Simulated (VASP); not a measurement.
Band structure of SiS$_{2}$ (relaxed from the pyrite structure, space group Pa-3). Method: r2SCAN meta-GGA, VASP's PBE PAW potentials (set 64) (plane waves; VASP).

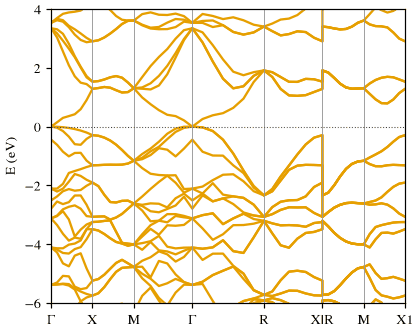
Figure: Bands along high-symmetry lines, zero at the valence-band maximum or, without a gap, the Fermi level

Read the plot: is there a gap, and where are the band edges?

It has no gap at this level: it comes out as a metal or semimetal.

The structure was generated: SiS2 was put into the pyrite type (Pa-3), which need not be its known phase. It was relaxed first, which changed the volume by +20 %.
